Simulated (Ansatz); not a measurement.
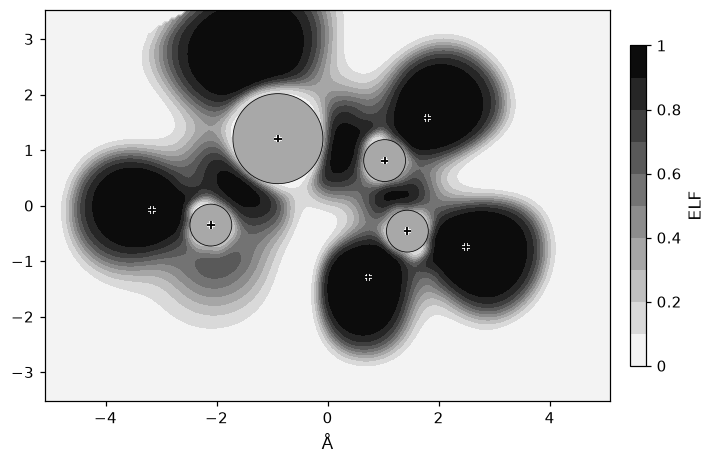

The electron localisation function on a plane through atoms (crosses mark nuclei in the plane; grey discs cover the cores).

Theory: UKS PBE0-D4/def2-TZVPP in Ansatz.

Candidates:
A. C$_{3}$H$_{6}$Al (SMILES C=[CH][Al][CH3]) (doublet)
B. Br$_{2}$In (SMILES [Br][In][Br]) (doublet)

Which candidate gave the map?

Candidate A: C$_{3}$H$_{6}$Al on the plane of atoms C2, C1 and H5, which holds C, Al and H. C–C (1.34 Å): the ELF peaks at about 0.90 between the atoms: a short, multiple covalent bond. C–Al (1.96 Å): the ELF peaks at about 0.95 between the atoms, as expected for a polar covalent bond.
